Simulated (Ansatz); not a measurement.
## Fields on a plane of Ga2Pt (fluorite type, space group Fm-3m)

```
Ga2Pt
1.0
    0.00000     2.93463     2.93463
    2.93463     0.00000     2.93463
    2.93463     2.93463     0.00000
Ga Pt
2 1
Direct
  0.75000   0.75000   0.75000
  0.25000   0.25000   0.25000
  0.00000   0.00000   0.00000
```

The slice is a {111} plane (indices of the conventional cell) through the point (0.000, 0.000, 0.000) (fractional), spanned by u = [100] and v = [-1 2 0] in vectors of this cell: u (4.15 Å) and v (7.19 Å, at 90° to u). It covers one period; positions are fractions (u, v).

Atoms on it: Pt at (0.00, 0.00); Pt at (0.50, 0.50). Other atoms lie within 1 Å of the plane.

All values below come from LDA (plane waves to 420 eV, PAW, scalar-relativistic; Ansatz, a quantum-chemistry and plane-wave program). k mesh 14×14×14. Near the nuclei the fields are pseudised (PAW); where an atom keeps semicore shells as valence, they peak there. Ga2Pt is run without spin polarisation. Ga2Pt was relaxed with its symmetry unable to fall. Spin-orbit coupling is left out, though Pt is heavy. This is a high-temperature form of Ga2Pt.

```tsv
v \ u	0.00	0.17	0.33	0.50	0.67	0.83
0.88	0.1	-0.3	-0.5	-0.4	-0.5	-0.3
0.75	-0.5	-0.6	-0.6	-0.5	-0.6	-0.6
0.62	-0.4	-0.5	-0.3	0.1	-0.3	-0.5
0.50	-0.7	-0.5	0.6	1.1	0.6	-0.5
0.38	-0.4	-0.5	-0.3	0.1	-0.3	-0.5
0.25	-0.5	-0.6	-0.6	-0.5	-0.6	-0.6
0.12	0.1	-0.3	-0.5	-0.4	-0.5	-0.3
0.00	1.1	0.6	-0.5	-0.7	-0.5	0.6
```

Values: log₁₀ of the valence density in e/Å³. The scale is logarithmic, as a density can span decades between atoms and voids.

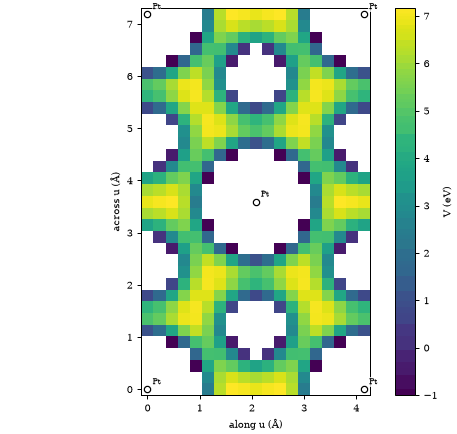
*Electrostatic potential energy of an electron, from the cell's mean, in eV, one period of the plane, atoms marked. Points within 1 Å of a nucleus are left white, as the pseudised field means little there. Values under -1 eV are set to -1. The zero, the cell's mean, hangs on the PAW cores.*
